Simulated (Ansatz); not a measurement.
**Si2Mo: response to strain**

Aim: deform Si2Mo (zz strain of +2 %) and compute stress, forces and field gradients with LAPW, PAW and all-electron datasets made for the crystal.

Program: Ansatz 0.2.0. Level of theory: DFT PBEsol, scalar-relativistic. These are calculated values, not measurements.

### 1 Starting point

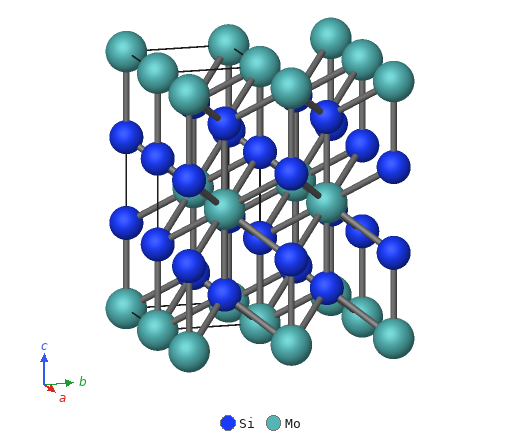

The starting structure, seen slightly off an axis (silicon blue, molybdenum teal). 2×2×1 cells are drawn. Atoms on the faces are drawn again on the opposite ones. The cell drawn here is the conventional one.

Coordinates:

```
Si Mo
1.0
    -1.60000    1.60000    3.93050
     1.60000   -1.60000    3.93050
     1.60000    1.60000   -3.93050
Si Mo
2 1
Direct
  0.33300 0.33300 0.00000
  0.66700 0.66700 0.00000
  0.00000 0.00000 0.00000
```

Atoms are numbered in the order of the input: Si1, Si2, Mo3.

### 2 After the deformation

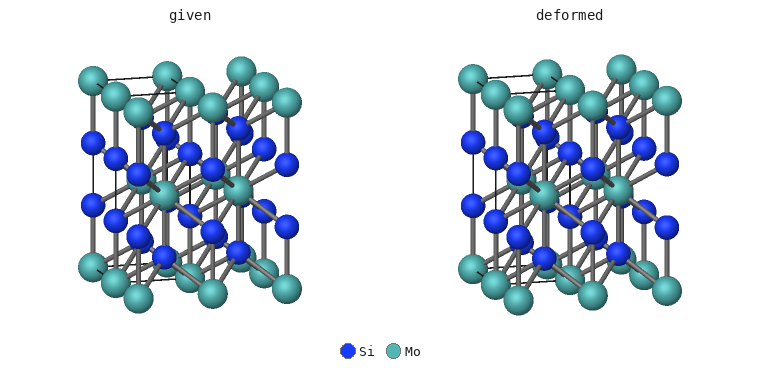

Given and deformed, at one scale.

Space group I4/mmm before, I4/mmm after.

### 3 Full-potential LAPW

Input file input.yaml:

```yaml
crystal:
  lattice:
    - [-1.6, 1.6, 4.00911]
    - [1.6, -1.6, 4.00911]
    - [1.6, 1.6, -4.00911]
  atoms:
    - { symbol: Si, position: [0.333, 0.333, 0.0] }
    - { symbol: Si, position: [0.667, 0.667, 0.0] }
    - { symbol: Mo, position: [0.0, 0.0, 0.0] }
kpoints:
  mp_grid: { grid: [12, 12, 16] }
  band_path:
    path:
      - [0.0, 0.0, 0.0]
      - [0.0, 0.0, 0.5]
      - [0.25, 0.25, 0.25]
      - [0.0, 0.5, 0.0]
      - [0.0, 0.0, 0.0]
      - [0.5, 0.5, -0.5]
      - [0.2898184206, 0.7101815794, -0.2898184206]
      - [-0.2898184206, 0.2898184206, 0.2898184206]
      - [0.0, 0.0, 0.0]
    npoints: 5
scf:
  occupations: { method: fermi_dirac, width: 0.03 }
hamiltonian:
  xc: pbesol
  pseudopotentials: { kind: all_electron, lapw: { basis_error: 0.001 } }
output:
  forces: true
  stress: true
  eigenvalues: true
```

Started as:

```
$ ansatz run input.yaml --threads 1 --pin off --max-ram 6144MiB --backend cpu --events-out ev --progress --plain --runs-dir out
```

The log of the run (excerpt; [...] marks lines left out):

```text
Warning: crystal.symmetry: narrowed to the stabiliser of the k-point mesh — unitary ops 16 → 4; excluded 12 operations that carry a point of the 12×12×16 mesh (shift [0, 0, 0]) off the mesh (the run samples exactly the mesh kpoints.mp_grid names, as under crystal.symmetry.detect: false, [...]
LAPW: plane waves up to 7.603 Å⁻¹, error target 1.0e-3 eV per atom; small_component_spin mean_spin; Si in spheres of 1.175 Å, 12 of its electrons in bands, Dirac shells []; Mo in spheres of 1.455 Å, 24 of its electrons in bands, Dirac shells []
[...]
Pseudopotentials: kind: all_electron
Pseudopotential: Si, LAPW, valence charge 12, Koelling and Harmon's equation, gaussian nucleus
Pseudopotential: Mo, LAPW, valence charge 24, Koelling and Harmon's equation, gaussian nucleus
Functional definition: PBEsol
[...]
Crystal: 3 atoms, lattice volume = 41.053 Å³
Basis set: ecut = 220.24728164932276 eV, 309 PW (Γ), FFT grids on a1+a3, a2+a3, a3, exchange–correlation at level 2
Bands: 29, of which v1, the nominal top of the filled ones, is band 24 counted from 1 (23 counted from 0)
Symmetry: 4 space group operations
k-points: 632 of 2304
[...]
SCF iter   1: F=—  HF=-125877.891208 eV  |F-HF|=—  |Δ(HF+E_count)|=         —  Δρ=4.20e-2  dr2=8.49e-1  ethr=1.76e-3  ⟨swp⟩=2.0  Hψ=121669  notcnv=0
[...]
the basis was enlarged: its passes take 366.0 KiB over the memory plan, 1 of 1 planned eigensolver slots
[...]
SCF iter  10: F=-125876.995135 eV  HF=-125876.995135 eV  |F-HF|=3.11e-8  |Δ(HF+E_count)|=   5.72e-8  Δρ=4.36e-6  dr2=1.78e-8  ethr=5.92e-10  ⟨swp⟩=2.0  Hψ=51966  notcnv=0
[...]
NSCF: frozen V_eff on 41 k-points
SCF converged after 10 iterations
Free energy (F): -125876.995135 eV
[...]
E sigma→0 (E₀):  -125876.994746 eV
Entropy (-TS):   -0.000778 eV (-0.259 meV/atom)
Fermi energy:    17.688986 eV
[...]
--- Forces (eV/Å), atoms counted from 1 ---
  atom   1  Si     0.00043404     0.00043404     0.37585327
  atom   2  Si    -0.00043404    -0.00043404    -0.37585327
  atom   3  Mo    -0.00000000     0.00000000     0.00000000
[...]
--- Stress (GPa, compression-positive) ---
       -3.997329       0.006809      -0.005570
        0.006809      -3.997329      -0.005570
       -0.005570      -0.005570     -12.861888
  P = ⅓ Tr σ = -6.9522 GPa (-69.522 kbar)
--- Band table (eV; the first three rows and the last of 632) ---
[...]
```

Wall time 1.8 min (1 thread of Intel Xeon 6975P-C (Granite Rapids), shared host); peak memory 1.7 GiB.

Result: pressure -6.95 GPa; no gap; largest force 0.376 eV/Å.

### 4 PAW on the default files

Input file input.yaml:

```yaml
crystal:
  lattice:
    - [-1.6, 1.6, 4.00911]
    - [1.6, -1.6, 4.00911]
    - [1.6, 1.6, -4.00911]
  atoms:
    - { symbol: Si, position: [0.333, 0.333, 0.0] }
    - { symbol: Si, position: [0.667, 0.667, 0.0] }
    - { symbol: Mo, position: [0.0, 0.0, 0.0] }
kpoints:
  mp_grid: { grid: [12, 12, 16] }
scf:
  occupations: { method: fermi_dirac, width: 0.03 }
hamiltonian:
  xc: pbesol
  pseudopotentials: { kind: paw }
output:
  forces: true
  stress: true
  eigenvalues: true
  efg: { contact_densities: true }
```

Started as:

```
$ ansatz run input.yaml --threads 1 --pin off --max-ram 6144MiB --backend cpu --events-out ev --progress --plain --runs-dir out
```

The log of the run (excerpt; [...] marks lines left out):

```text
Warning: crystal.symmetry: narrowed to the stabiliser of the k-point mesh — unitary ops 16 → 4; excluded 12 operations that carry a point of the 12×12×16 mesh (shift [0, 0, 0]) off the mesh (the run samples exactly the mesh kpoints.mp_grid names, as under crystal.symmetry.detect: false, [...]
Mo: output.efg is read without spin–orbit coupling, which moves field gradients at and beside such atoms by some per cent and up to a factor of two; PAW files take it under magnetization.noncollinear and magnetization.spin_orbit
[...]
Pseudopotentials: kind: paw
Pseudopotential: Si, paw, valence charge 4, recommended cutoff 420 eV (normal)
Pseudopotential: Mo, paw, valence charge 14, recommended cutoff 420 eV (normal)
[... 1 set-up line as earlier in the session ...]
[...]
Crystal: 3 atoms, lattice volume = 41.053 Å³
Basis set: ecut = 420 eV, 809 PW (Γ), FFT grids on a1+a3, a2+a3, a3, exchange–correlation on 48×48×64 points (8 copies of the dense FFT grid, shifted against one another)
[...]
  atom   2  Si    -0.00043628    -0.00043628    -0.37659953
  atom   3  Mo    -0.00000000    -0.00000000     0.00000000
[...]
--- Stress (GPa, compression-positive) ---
       -4.038904       0.006899      -0.005597
        0.006899      -4.038904      -0.005597
       -0.005597      -0.005597     -12.909128
  P = ⅓ Tr σ = -6.9956 GPa (-69.956 kbar)
--- PAW observables at the nuclei: V_zz in 10²¹ V/m², potentials from the cell's mean, atoms counted from 1 ---
  atom   1  Si V_zz =    -0.795308   η = 0.0006   by run symmetry: allowed
            electrostatic potential = -1367.608203 V   contact ρ = 12761.600551 e/Å³
  atom   2  Si V_zz =    -0.795308   η = 0.0006   by run symmetry: allowed
            electrostatic potential = -1367.608203 V   contact ρ = 12761.600551 e/Å³
  atom   3  Mo V_zz =    -3.411842   η = 0.0106   by run symmetry: allowed
            electrostatic potential = -6357.381869 V   contact ρ = 594297.403078 e/Å³
--- Band table (eV; the first three rows and the last of 632) ---
  k-point 0: bands = ["-45.1334", "-19.3247", "-19.2033", "-19.2028", "2.2138", "9.2749", "11.8023", "12.5442", "13.0199", "13.0200", "16.0392", "18.6039", "18.6986", "19.2524", "19.2526"]
[...]
```

Run time: 12 s. Hardware: 1 thread of Intel Xeon 6975P-C (Granite Rapids), shared host; peak memory 0.67 GiB.

This run gives: pressure -7.00 GPa; no gap; largest force 0.377 eV/Å; Vzz Si1 -0.8, Mo3 -3.4 (10²¹ V/m²).

### 5 All-electron PAW on datasets made for the crystal

input.yaml, as its differences from that of step 4:

```diff
@@ -15,3 +15,3 @@
   xc: pbesol
-  pseudopotentials: { kind: paw }
+  pseudopotentials: { kind: all_electron, datasets: crystal }
 output:
```

Started as:

```
$ ansatz run input.yaml --threads 1 --pin off --max-ram 6144MiB --backend cpu --events-out ev --progress --plain --runs-dir out
```

The log of the run (excerpt; [...] marks lines left out):

```text
Warning: crystal.symmetry: narrowed to the stabiliser of the k-point mesh — unitary ops 16 → 4; excluded 12 operations that carry a point of the 12×12×16 mesh (shift [0, 0, 0]) off the mesh (the run samples exactly the mesh kpoints.mp_grid names, as under crystal.symmetry.detect: false, [...]
Mo: output.efg is read without spin–orbit coupling, which moves field gradients at and beside such atoms by some per cent and up to a factor of two; PAW files take it under magnetization.noncollinear and magnetization.spin_orbit
[...]
[... 1 set-up line as earlier in the session ...]
Pseudopotential: Si, paw, valence charge 4, recommended cutoff 300 eV (normal), Koelling and Harmon's equation, gaussian nucleus
Pseudopotential: Mo, paw, valence charge 14, recommended cutoff 300 eV (normal), Koelling and Harmon's equation, gaussian nucleus
[... 1 set-up line as earlier in the session ...]
[...]
Crystal: 3 atoms, lattice volume = 41.053 Å³
[...]
  atom   2  Si    -0.00043385    -0.00043385    -0.37573711
  atom   3  Mo    -0.00000000    -0.00000000     0.00000000
[...]
--- Stress (GPa, compression-positive) ---
       -3.998656       0.006813      -0.005582
        0.006813      -3.998656      -0.005582
       -0.005582      -0.005582     -12.862593
  P = ⅓ Tr σ = -6.9533 GPa (-69.533 kbar)
  It holds what live shells' own plane waves past their cutoff add
--- PAW observables at the nuclei: V_zz in 10²¹ V/m², potentials from the cell's mean, atoms counted from 1 ---
  atom   1  Si V_zz =    -0.773954   η = 0.0007   by run symmetry: allowed
            electrostatic potential = -1366.208258 V   contact ρ = 12770.492809 e/Å³
  atom   2  Si V_zz =    -0.773954   η = 0.0007   by run symmetry: allowed
            electrostatic potential = -1366.208258 V   contact ρ = 12770.492809 e/Å³
  atom   3  Mo V_zz =    -3.485052   η = 0.0104   by run symmetry: allowed
            electrostatic potential = -6355.595620 V   contact ρ = 594345.891649 e/Å³
--- Band table (eV; the first three rows and the last of 632) ---
  k-point 0: bands = ["4.3117", "11.3714", "13.8984", "14.6425", "15.1180", "15.1181", "18.1383", "20.7013", "20.7991"]
[...]
```

Wall time 41 s (1 thread of Intel Xeon 6975P-C (Granite Rapids), shared host); peak memory 1.3 GiB.

Result: pressure -6.95 GPa; no gap; largest force 0.376 eV/Å; Vzz Si1 -0.8, Mo3 -3.5 (10²¹ V/m²).

### 6 Stress and forces compared

Stress (GPa, compression positive):

```csv
method,xx,yy,zz,yz,xz,xy
LAPW,-4.00,-4.00,-12.86,-0.01,-0.01,0.01
PAW,-4.04,-4.04,-12.91,-0.01,-0.01,0.01
crystal datasets,-4.00,-4.00,-12.86,-0.01,-0.01,0.01
```

Forces (eV/Å):

```csv
atom,LAPW x,LAPW y,LAPW z,PAW x,PAW y,PAW z,crystal datasets x,crystal datasets y,crystal datasets z
Si1,0.000,0.000,0.376,0.000,0.000,0.377,0.000,0.000,0.376
Si2,0.000,0.000,-0.376,0.000,0.000,-0.377,0.000,0.000,-0.376
Mo3,0.000,0.000,0.000,0.000,0.000,0.000,0.000,0.000,0.000
```

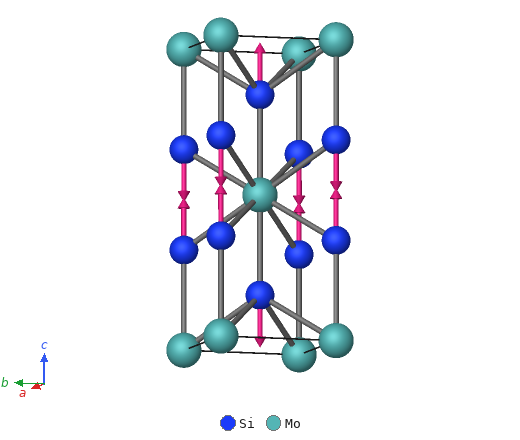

Forces of the LAPW run as arrows; the longest is 0.376 eV/Å.

```
          method  pressure (GPa)  largest force (eV/Å)  Vzz Si1 (10²¹ V/m²)  Vzz Mo3 (10²¹ V/m²)  SCF cycles, all passes
            LAPW           -6.95                 0.376                    –                    –                      10
             PAW           -7.00                 0.377                -0.80                -3.41                       6
crystal datasets           -6.95                 0.376                -0.77                -3.49                      10
```

### 7 What came out

| quantity | value |
| --- | --- |
| pressure | LAPW -6.95, PAW -7.00, crystal datasets -6.95 GPa |
| largest shear or deviatoric stress (LAPW) | 5.91 GPa |

**Reading.** The largest part of the stress beyond the pressure is 5.91 GPa in size, in the zz component; the atoms are carried along and not relaxed. No run of the undeformed cell stands beside it, so the pressure holds what the given cell had before the change. PAW: stress within 0.05 GPa of LAPW, forces within 1 meV/Å. Crystal datasets: stress within 0.01 GPa of LAPW, forces within 1 meV/Å. The k mesh doesn't keep the crystal's whole symmetry, which leaves small spurious terms.
